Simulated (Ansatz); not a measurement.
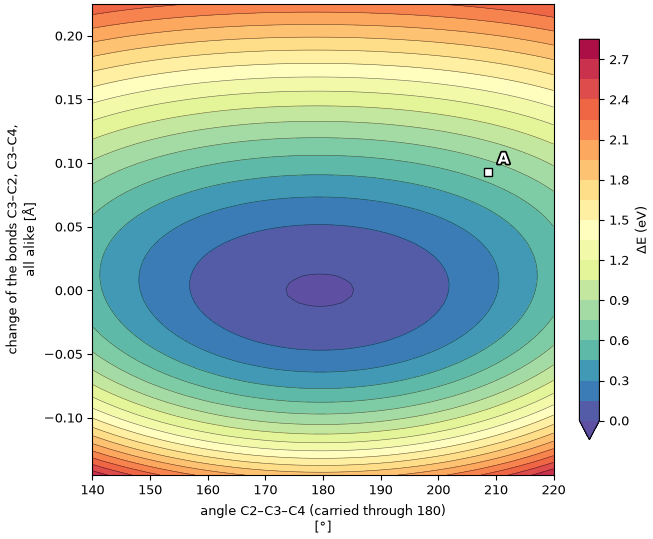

C3H4ClGa, SMILES ClCC#[C][GaH2]. First axis: angle C2–C3–C4 (carried through 180). Second axis: change of the bonds C3–C2, C3–C4, all alike. Nothing is relaxed (all other coordinates rigid). The grid has 15 × 15 points. Points are written as (first, second). Energies are in eV, from the lowest grid point. All numbers below come from RKS SPW92 (LDA)/def2-TZVP in Ansatz 0.2.0.

Drawn: filled contours, the point A. Between grid points the surface is interpolated.

**Is A at rest? If not, where is it pushed?**

A, at (208.6°, 0.093 Å), is not a stationary point. The computed force is 0.014 eV for each degree towards smaller values of the first coordinate and 8.6 eV for each Å towards smaller values of the second coordinate.
